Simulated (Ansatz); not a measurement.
# C2H3FSi: the cost of one run

All numbers below are computed with Ansatz 0.2.0 (RKS B3LYP-D4/def2-SVP).

### 1 The structure to begin with

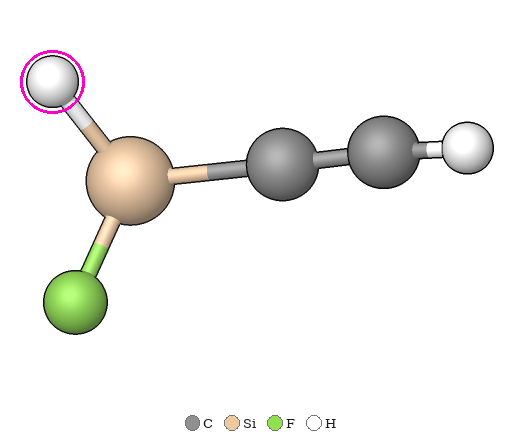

The starting structure, seen from a chosen angle (carbon grey, silicon light orange, fluorine green, hydrogen white). Ringed: H6.

As a file:

```xyz
7

C    -0.3025   -1.9102   -0.6405
C    -0.1409   -0.7564   -0.2513
Si    0.1611    0.9805    0.3586
F    -0.3874    2.0362   -0.6549
H    -0.5409   -2.8573   -1.0304
H    -0.4087    1.1969    1.7136
H     1.6804    1.2422    0.4591
```

### 2 Relaxing end A

input.yaml

```yaml
crystal:
  periodic: [false, false, false]
  atoms:
    - { symbol: C, position_ang: [-0.3025, -1.9102, -0.6405] }
    - { symbol: C, position_ang: [-0.1409, -0.7564, -0.2513] }
    - { symbol: Si, position_ang: [0.1611, 0.9805, 0.3586] }
    - { symbol: F, position_ang: [-0.3874, 2.0362, -0.6549] }
    - { symbol: H, position_ang: [-0.5409, -2.8573, -1.0304] }
    - { symbol: H, position_ang: [-0.4087, 1.1969, 1.7136] }
    - { symbol: H, position_ang: [1.6804, 1.2422, 0.4591] }
basis:
  gaussian: { orbitals: def2-SVP }
hamiltonian:
  xc: b3lyp
  dispersion: d4
relax:
  f_tol: 0.02
  max_steps: 50
output:
  orbitals: {}
```

The run is started by

```sh
> ansatz run input.yaml --threads 1 --pin off --max-ram 2048MiB --backend cpu --events-out ev --progress --plain --runs-dir out
```

Q: Estimate wall time and peak memory on 1 thread of Arm Neoverse V1, shared host.

About 17 s, with a peak of 0.14 GiB.
